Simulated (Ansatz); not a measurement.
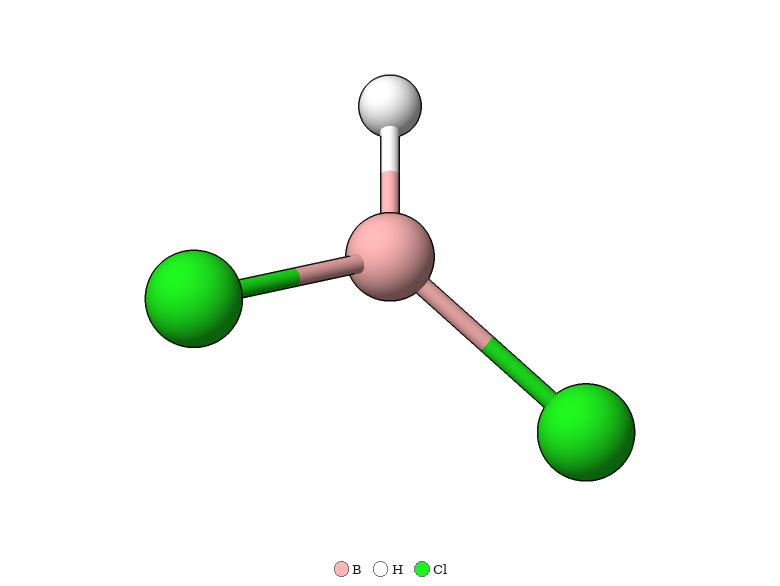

Ball-and-stick drawing of a structure.

The geometry was computed by an optimisation with PBE0-D4/def2-TZVP.

**Which formula does it have?**

BCl2H, 4 atoms: 1 boron, 2 chlorine and 1 hydrogen.

**How many bonds of each kind are drawn?**

2 B–Cl, 1 B–H. Sticks follow a distance rule.

**Give the symmetry (Schoenflies symbol).**

C2v.

**How many atoms are distinct by symmetry?**

3: 1 B, 1 H, 2 Cl.

The parts below concern this one geometry. Atoms keep their numbers from picture to picture.

**Geometry**

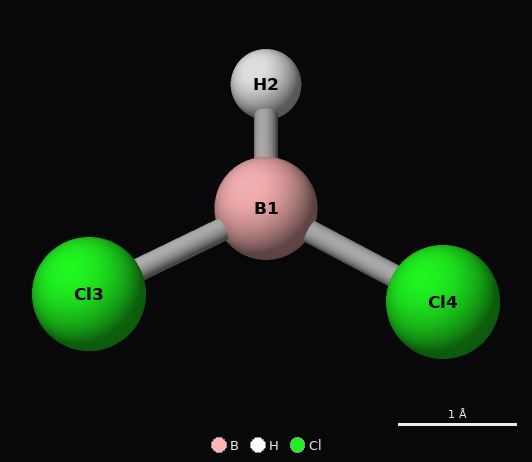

Which atoms are bonded, and how long are the bonds?

| bond | length (Å) |
| --- | --- |
| B1–H2 | 1.187 |
| B1–Cl3 | 1.734 |
| B1–Cl4 | 1.734 |

**Electronic properties**

Method: RKS PBE0-D4/def2-TZVPP (Ansatz 0.2.0).

**Estimate the LUMO energy (Kohn–Sham orbital).**

−1.73 eV.

**Estimate the HOMO energy (Kohn–Sham orbital).**

−9.25 eV.

**Vibrations**

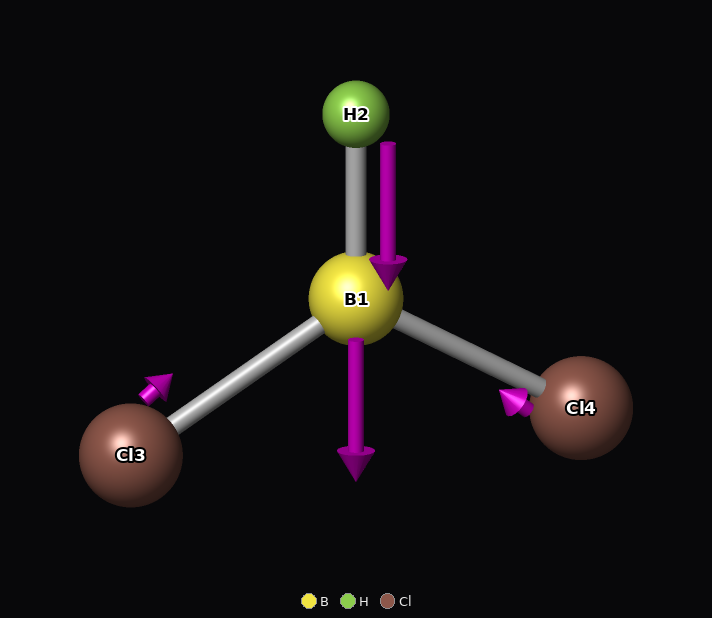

The arrows show one normal mode. Harmonic vibrations computed with RKS PBE0-D4/def2-TZVP (Ansatz 0.2.0) at a stationary point of the same level.

**At what wavenumber does it lie?**

746 cm⁻¹; it is mode 2 of 6 counted from the lowest.

**Dipole moment**

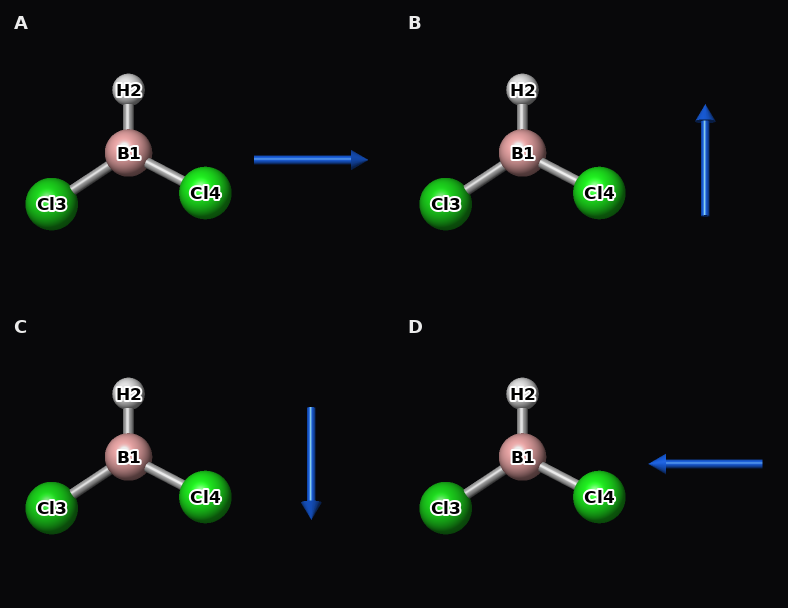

The same molecule four times, each with an arrow. Method: RKS PBE0-D4/def2-TZVP (Ansatz 0.2.0).

**Which arrow points along the dipole moment, from the negative to the positive end?**

B. The dipole moment is 0.45 D; it points from the side of Cl3, Cl4 to the side of H2 (the outermost atoms at the two ends).

**Charges**

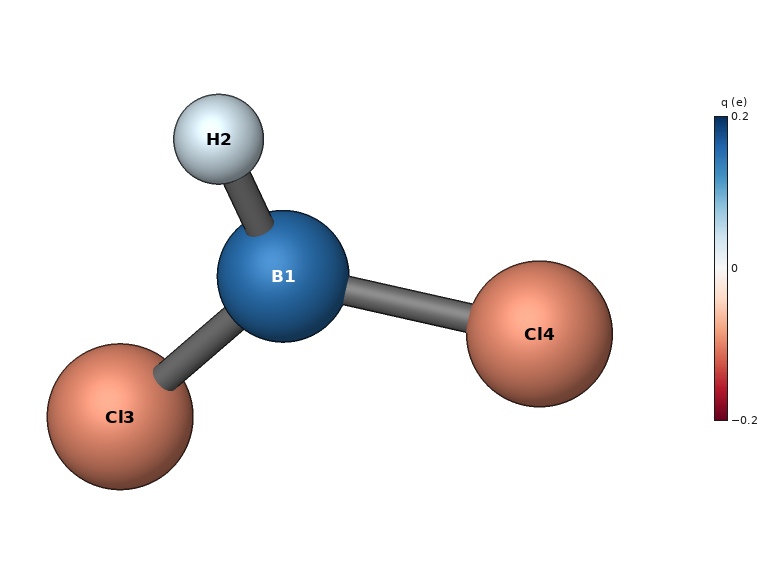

Atoms are coloured by their Mulliken charges. Method: RKS PBE0-D4/def2-TZVP (Ansatz 0.2.0).

List the Mulliken charges.

| atom | value (e) |
| --- | --- |
| B1 | 0.15 |
| H2 | 0.04 |
| Cl3 | −0.09 |
| Cl4 | −0.09 |

Mulliken values depend strongly on the basis set and can even reverse the polarity of a bond.
